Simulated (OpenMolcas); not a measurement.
# Excited-state calculation, with input and output: SiH3S (part 1 of 3)

The run: excited-state calculation of SiH3S, multiplicity 2, SMILES [SiH2]S. Method and program: CASPT2/def2-SVP (OpenMolcas 26.06).

Some settings of this run were made unusual or wrong on purpose. The geometry comes from this level: PBE0-D4/def2-TZVP.

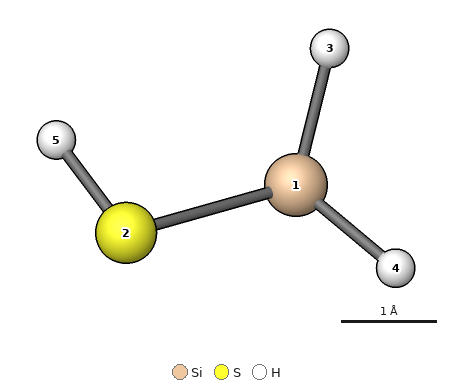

The input geometry (ball-and-stick view, seen at a tilt; atoms are numbered from 1 in the order of the input). Bond lengths as drawn: H–S 1.34 Å, H–Si 1.49 Å and S–Si 2.13 Å.

### Input
```
* H3SSi CASPT2

&gateway
  basisset
  Si.def2-SVP....
  Si1 -0.096300 -0.694000 -0.309300 angstrom
  End of Basis
  basisset
  S.def2-SVP....
  S2 0.273100 1.406000 -0.294500 angstrom
  End of Basis
  basisset
  H.def2-SVP....
  H3 -0.094500 -1.256800 1.073000 angstrom
  H4 -1.440300 -0.843200 -0.929900 angstrom
  H5 1.407800 1.314300 0.419300 angstrom
  End of Basis

&seward

&rasscf
  fileorb = $CurrDir/step2.RasOrb
  spin = 2
  nactel = 7 0 0
  inactive = 13
  ras2 = 7
  ciroot = 3 3 1
  orblisting = Nothing
  orbappear = Compact
  StateAverage

&caspt2
  multistate = all
```

Run as:
```bash
export MOLCAS_MEM=1860
pymolcas step11.inp > step11.log
```

### What the program printed
```
--- Start Module: gateway ---

                                              &GATEWAY

                       available to each process: 1.9 GB of memory, 1 thread

++    Symmetry information:
      ---------------------

                    Character Table for C1

                             E
                    a        1  x, y, xy, Rz, z, xz, Ry, yz, Rx, I
--

++    Basis set information:
      ----------------------

      Basis set label: SI.DEF2-SVP.........

      Electronic valence basis set:
      ------------------
      Associated Effective Charge  14.000000 au
      Associated Actual Charge     14.000000 au
      Nuclear Model: Point charge

      Shell  nPrim  nBasis  Cartesian Spherical Contaminant
         s      10       4        X
         p       7       3        X
         d       1       1                 X

      Basis set label: S.DEF2-SVP.........

      Electronic valence basis set:
      ------------------
      Associated Effective Charge  16.000000 au
      Associated Actual Charge     16.000000 au
      Nuclear Model: Point charge

      Shell  nPrim  nBasis  Cartesian Spherical Contaminant
         s      10       4        X
         p       7       3        X
         d       1       1                 X

      Basis set label: H.DEF2-SVP.........

      Electronic valence basis set:
      ------------------
      Associated Effective Charge   1.000000 au
      Associated Actual Charge      1.000000 au
      Nuclear Model: Point charge

      Shell  nPrim  nBasis  Cartesian Spherical Contaminant
         s       4       2        X
         p       1       1        X
--

++    Molecular structure info:
      -------------------------

                    ************************************************
                    **** Cartesian Coordinates / bohr, angstrom ****
                    ************************************************

     Center  Label                x              y              z                     x              y              z
        1      SI1             -0.181981      -1.311470      -0.584492             -0.096300      -0.694000      -0.309300
        2      S2               0.516084       2.656955      -0.556524              0.273100       1.406000      -0.294500
        3      H3              -0.178579      -2.375008       2.027676             -0.094500      -1.256800       1.073000
        4      H4              -2.721773      -1.593417      -1.757256             -1.440300      -0.843200      -0.929900
        5      H5               2.660356       2.483667       0.792362              1.407800       1.314300       0.419300

                    ***************************************
                    *    InterNuclear Distances / bohr    *
                    ***************************************

               1 SI1           2 S2            3 H3            4 H4            5 H5
    1 SI1      0.000000
    2 S2       4.029451        0.000000
    3 H3       2.820381        5.699237        0.000000
    4 H4       2.811657        5.476416        4.626492        0.000000
    5 H5       4.937375        2.539178        5.761274        7.217374        0.000000

                    *******************************************
                    *    InterNuclear Distances / angstrom    *
                    *******************************************

               1 SI1           2 S2            3 H3            4 H4            5 H5
    1 SI1      0.000000
    2 S2       2.132293        0.000000
    3 H3       1.492481        3.015906        0.000000
    4 H4       1.487865        2.897995        2.448234        0.000000
    5 H5       2.612746        1.343675        3.048735        3.819270        0.000000

                    **************************************
                    *    Valence Bond Angles / degree    *
                    **************************************
                          Atom centers                 Phi
                      3 H3       1 SI1      4 H4       110.46
--

            Nuclear Potential Energy             80.92789539 au

--- Stop Module: gateway /rc=_RC_ALL_IS_WELL_ ---

--- Start Module: seward ---

                                              &SEWARD

                       available to each process: 1.9 GB of memory, 1 thread

               SEWARD will generate:
                  Multipole Moment integrals up to order  2
                  Kinetic Energy integrals
                  Nuclear Attraction integrals (point charge)
                  One-Electron Hamiltonian integrals
                  Velocity integrals
                  Orbital angular momentum around (  0.1773   0.7426  -0.5252 )
                  Velocity quadrupole around (  0.1773   0.7426  -0.5252 )
                  Two-Electron Repulsion integrals

                   Integrals are discarded if absolute value <: 1.00E-14
                   Integral cutoff threshold is set to       <: 1.00E-16

            Nuclear Potential Energy             80.92789539 au

      Basis set specifications :
      Symmetry species         a
      Basis functions           51

--- Stop Module: seward /rc=_RC_ALL_IS_WELL_ ---
--- Module seward spent 1 second ---

--- Start Module: rasscf ---

                                              &RASSCF

                       available to each process: 1.9 GB of memory, 1 thread

      Header of the ONEINT file:
      --------------------------

      OrdInt status: non-squared

      Cartesian coordinates in angstrom:
      -----------------------------------------------------
      No.  Label        X            Y            Z
      -----------------------------------------------------
       1   SI1       -0.09630000  -0.69400000  -0.30930000
       2   S2         0.27310000   1.40600000  -0.29450000
       3   H3        -0.09450000  -1.25680000   1.07300000
       4   H4        -1.44030000  -0.84320000  -0.92990000
       5   H5         1.40780000   1.31430000   0.41930000
      -----------------------------------------------------
      Nuclear repulsion energy =   80.92789539

++    Wave function specifications:
      -----------------------------

      Number of closed shell electrons          26
      Number of electrons in active shells       7
      Max number of holes in RAS1 space          0
      Max nr of electrons in RAS3 space          0
      Number of inactive orbitals               13
      Number of active orbitals                  7
      Number of secondary orbitals              31
      Spin quantum number                      0.5
      State symmetry                             1
--

++    Orbital specifications:
      -----------------------

      Symmetry species                           1
                                                 a
      Frozen orbitals                            0
      Inactive orbitals                         13
      Active orbitals                            7
      RAS1 orbitals                              0
      RAS2 orbitals                              7
      RAS3 orbitals                              0
      Secondary orbitals                        31
      Deleted orbitals                           0
      Number of basis functions                 51
--

++    CI expansion specifications:
      ----------------------------

      Number of CSFs                           784
      Number of determinants                  1225
      Number of root(s) required                 3
      Root chosen for geometry opt.              3
      CI roots used                              1     2     3
      weights                                0.333 0.333 0.333
      highest root included in the CI            3
      max. size of the explicit Hamiltonian    200
--

++    Optimization specifications:
      ----------------------------

      RASSCF algorithm: Conventional
      Maximum number of macro iterations       200
      Maximum number of SX iterations          100
      Threshold for RASSCF energy            1.000E-08
      Threshold for max MO rotation          1.000E-01
      Threshold for max BLB element          1.000E-04
      Level shift parameter                  5.000E-01
      Make Quasi-Newton update
--

      The MO-coefficients are taken from the file:
      step2.RasOrb
      Title: RASSCF average (pseudo-natural) orbitals

      Total molecular charge    0.00

      ************************************************************************************************************************
      *                                            Wave function control section                                             *
      ************************************************************************************************************************

                                         RASSCF iterations: Energy and convergence statistics
                                         ----------------------------------------------------

          iter iter root      energy       change     param      element    value   shift minimum  type update hh:mm:ss
 Nr of preliminary CI iterations:   4
        1   1    4    0  -687.88279187    0.00E+00   7.13E-05   11  20 1  7.29E-06   0.33   0.00    SX    NO    0:00:00
        2   1    4    0  -687.88279187   -2.53E-09   2.99E-05   17  30 1 -3.40E-06   0.33   0.00    SX    NO    0:00:00
        3   1    4    0  -687.88279187   -5.27E-10   1.35E-05   17  21 1  2.67E-06   0.33   0.00    SX    NO    0:00:00
        4   4    4    0  -687.88279197   -9.58E-08*  3.13E-05   11  20 1 -6.07E-06   0.33   0.00    SX    NO    0:00:00
        5   1    4    0  -687.88279197   -7.21E-10  -2.82E-05   11  20 1 -2.50E-06   0.33   1.76    QN   YES    0:00:00
      Convergence after  5 iterations
        6   1    4    0  -687.88279197   -2.30E-10  -2.82E-05   15  29 1 -1.17E-06   0.33   1.76    QN   YES    0:00:00

      ************************************************************************************************************************
                                                      Wave function printout:
                       occupation of active orbitals, and spin coupling of open shells (u,d: Spin up or down)
      ************************************************************************************************************************

      Note: transformation to natural orbitals
      has been made, which may change the order of the CSFs.

      printout of CI-coefficients larger than  0.05 for root  1
      energy=    -688.002854
      conf/sym  1111111     Coeff  Weight
             1  222u000  -0.83643 0.69962
             2  22u2000   0.40347 0.16279
             4  u222000   0.28081 0.07885
             6  22200u0  -0.11477 0.01317
             9  22ud0u0   0.11108 0.01234
            36  22uu0d0   0.08323 0.00693

      printout of CI-coefficients larger than  0.05 for root  2
      energy=    -687.849998
      conf/sym  1111111     Coeff  Weight
             1  222u000   0.07188 0.00517
             2  22u2000   0.62112 0.38579
             4  u222000  -0.74431 0.55400
             6  22200u0  -0.11826 0.01399
            15  u22d0u0   0.05847 0.00342
            31  ud2200u   0.05115 0.00262
            42  u22u0d0   0.08761 0.00768
            74  u220020   0.05137 0.00264

      printout of CI-coefficients larger than  0.05 for root  3
      energy=    -687.795524
      conf/sym  1111111     Coeff  Weight
             1  222u000   0.50357 0.25359
             2  22u2000   0.60051 0.36061
             4  u222000   0.57304 0.32837
             6  22200u0  -0.14280 0.02039
            18  22020u0   0.05153 0.00266
            29  ud22u00   0.05265 0.00277
            56  22u0020  -0.05869 0.00344

      Natural orbitals and occupation numbers for root  1
      sym 1:   1.978675   1.994757   1.974096   1.003785   0.014257   0.024208   0.010222

      Natural orbitals and occupation numbers for root  2
      sym 1:   1.019724   1.989195   1.979980   1.945077   0.013560   0.041556   0.010908

      Natural orbitals and occupation numbers for root  3
      sym 1:   1.977233   1.990105   1.008294   1.951554   0.015735   0.044548   0.012532

      ************************************************************************************************************************
      *                                                    Final results                                                     *
      ************************************************************************************************************************

++    Final optimization conditions:
      ------------------------------

      Average CI energy                            -687.88279197
      RASSCF energy for state  3                   -687.79552369
      Super-CI energy                                -0.00000000
      RASSCF energy change                            0.00000000
      Max change in MO coefficients               5.671E-05
      Max non-diagonal density matrix element    -2.822E-05
      Maximum BLB matrix element                 -1.174E-06
      (orbital pair  15,  29 in symmetry   1)
      Norm of electronic gradient            5.985E-02
--

      Final state energy(ies):
      ------------------------

::    RASSCF root number  1 Total energy:   -688.00285405
::    RASSCF root number  2 Total energy:   -687.84999816
::    RASSCF root number  3 Total energy:   -687.79552369
      Von Neumann Entropy (Root   1) =  0.70363

      Mulliken population analysis for root number:  1
      -----------------------------------------------

++    Molecular charges:
      ------------------

      Mulliken charges per centre
      ---------------------------

                SI1     S2      H3      H4      H5
      Total   13.6164 16.2817  1.1146  1.1083  0.8789

      N-E      0.3836 -0.2817 -0.1146 -0.1083  0.1211

      Total electronic charge=   33.000000

      Total            charge=   -0.000000
--

      Expectation values of various properties for root number:  1
      -----------------------------------------------------------

++    Molecular properties:
      ---------------------

      Charge (e):
                      =   -0.0000
      Dipole Moment (debye):
      Origin of the operator (angstrom)=    0.0938    0.3929   -0.2779
                   X=  1.0168E+00               Y= -7.0812E-01               Z=  3.3438E-01           Total=  1.2834E+00
      Quadrupole Moment (debye*angstrom):
      Origin of the operator (angstrom)=    0.0938    0.3929   -0.2779
                  XX= -2.7516E+01              XY=  1.0149E+00              XZ=  1.8622E+00              YY= -2.8735E+01
                  YZ=  9.8017E-01              ZZ= -2.9305E+01
      In traceless form (debye*angstrom)
                  XX=  1.5043E+00              XY=  1.5224E+00              XZ=  2.7934E+00              YY= -3.2445E-01
                  YZ=  1.4703E+00              ZZ= -1.1799E+00
--

      Mulliken spin population analysis for root number:  1
      ---------------------------------------------------

++    Molecular charges:
      ------------------

      Mulliken spin population per centre
      ---------------------------

                SI1     S2      H3      H4      H5
      Total    0.8457  0.1106  0.0270  0.0175 -0.0008

      Total electronic spin=    1.000000
--

      Von Neumann Entropy (Root   2) =  0.76269

      Mulliken population analysis for root number:  2
      -----------------------------------------------

++    Molecular charges:
      ------------------

      Mulliken charges per centre
      ---------------------------

                SI1     S2      H3      H4      H5
      Total   14.0716 15.7872  1.1346  1.1247  0.8819

      N-E     -0.0716  0.2128 -0.1346 -0.1247  0.1181

      Total electronic charge=   33.000000

      Total            charge=   -0.000000
--

      Expectation values of various properties for root number:  2
      -----------------------------------------------------------

++    Molecular properties:
      ---------------------
```
